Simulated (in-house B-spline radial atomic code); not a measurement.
RPA and GW calculation for Ca

- system: Ca, configuration [Ar] 4s2.
- method: RPA, second-order and SOSEX correlation energies and G0W0 (contour deformation) on a scalar-relativistic (spin-free one-electron X2C) mean field, all electrons, B-spline basis (in-house B-spline radial atomic code)

The input:
```
Z = 20
electrons = 20.0
configuration = [Ar] 4s2
hamiltonian = x2c
method = pbeh
lmax = 9
exact_exchange_fraction = 0.0
rms_radius = 3.4776
spin_polarised = False
box_radius = 40.0
intervals = 74
ion_configuration = [Ar] 4s1
```

The run was one of a batch that the task file lists, launched with:
```bash
python <driver script> task.json out
```

The program writes its results to a structured record and prints no log; tables and figures of this report are taken from that record.

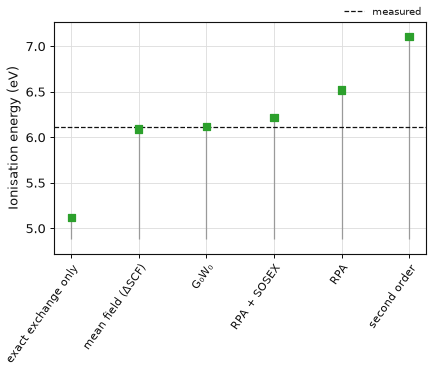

**Figure 1.** The ionisation energy of Ca ([Ar] 4s² → [Ar] 4s) across levels of theory. All-electron spherical atom, scalar X2C, PBE start, no spin-orbit coupling, Breit or QED terms; computed with a B-spline radial code. Differences of total energies, each species on its own start, beside the G₀W₀ level. The values run from 5.12 eV (exact exchange only) to 7.11 eV (second order). The measured value is 6.11 eV; nearest to it come G₀W₀ (+0.00) and mean field (ΔSCF) (−0.02), furthest exact exchange only (−1.00 eV).

```csv
Method,Ionisation energy (eV)
mean field (ΔSCF),6.09
exact exchange only,5.12
second order,7.11
RPA,6.52
RPA + SOSEX,6.22
G₀W₀,6.12
```

Results in brief:

| quantity | value |
| --- | --- |
| outcome | converged |
| mean-field total energy | −680.24846 hartree |
| total energy with exact exchange alone | −679.62392 hartree |
| exact exchange energy | −35.42791 hartree |
| RPA correlation, extrapolated in the angular momentum of the empty orbitals | −1.25949 hartree |
| RPA correlation, as summed | −1.25183 hartree |
| direct second-order term | −1.52218 hartree |
| second-order exchange term | 0.51609 hartree |
| SOSEX term | 0.44702 hartree |
| hardware | 1 CPU thread, shared host |
| wall time | 7.3 s |

Remarks:

To bear in mind: spin-orbit coupling, Breit and QED terms are absent.
